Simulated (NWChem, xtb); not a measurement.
How methods differ on C3H10Si (SMILES CC[SiH2]C)

The species is C3H10Si (14 atoms), meant as a singlet with charge 0. As SMILES, `CC[SiH2]C`. The shape is that of a PBE0-D4/def2-TZVP optimisation. This is one conformer, not always the lowest.

```tsv
atom	x (Å)	y (Å)	z (Å)
C	-1.0832	1.4568	-0.0371
C	-0.3255	0.6400	1.0058
Si	1.0582	-0.4100	0.2911
C	0.4176	-1.6455	-0.9621
H	-1.5658	0.8137	-0.7777
H	-1.8650	2.0696	0.4190
H	-0.4135	2.1302	-0.5790
H	-1.0134	-0.0205	1.5459
H	0.1101	1.3013	1.7629
H	2.0592	0.4825	-0.3643
H	1.7529	-1.1339	1.3949
H	-0.3153	-2.3172	-0.5078
H	1.2325	-2.2556	-1.3584
H	-0.0618	-1.1407	-1.8043
```

Each level gives the dipole moment (D). The values are calculated.

| level | kind | program | value (D) | CPU time |
| --- | --- | --- | --- | --- |
| GFN2-xTB | semi-empirical | xtb | 0.70 | under 2 s |
| GFN0-xTB | semi-empirical | xtb | 1.30 | under 2 s |
| GFN1-xTB | semi-empirical | xtb | 1.25 | under 2 s |
| HF/STO-3G | Hartree–Fock | NWChem | 0.14 | 2.8 s |
| HF/3-21G | Hartree–Fock | NWChem | 0.73 | 2.8 s |
| B3LYP/6-31G* (spherical functions) | global hybrid | NWChem | 0.82 | 29 s |
| B3LYP/6-31G* (Cartesian functions) | global hybrid | NWChem | 0.82 | 30 s |
| wB97X/def2-SVP | range-separated hybrid | NWChem | 0.78 | 62 s |

The values span 0.14 to 1.30 D. Magnitudes only. Sets without polarisation functions give poor dipoles. Times are those of the runs behind each value, whatever else they computed, on shared processors of several kinds: orders of magnitude only.

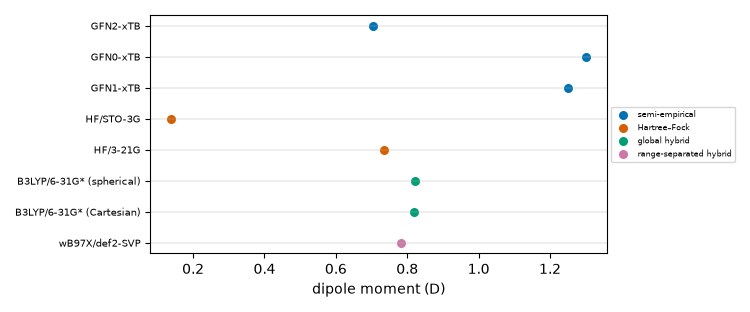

The values of the table, level by level.
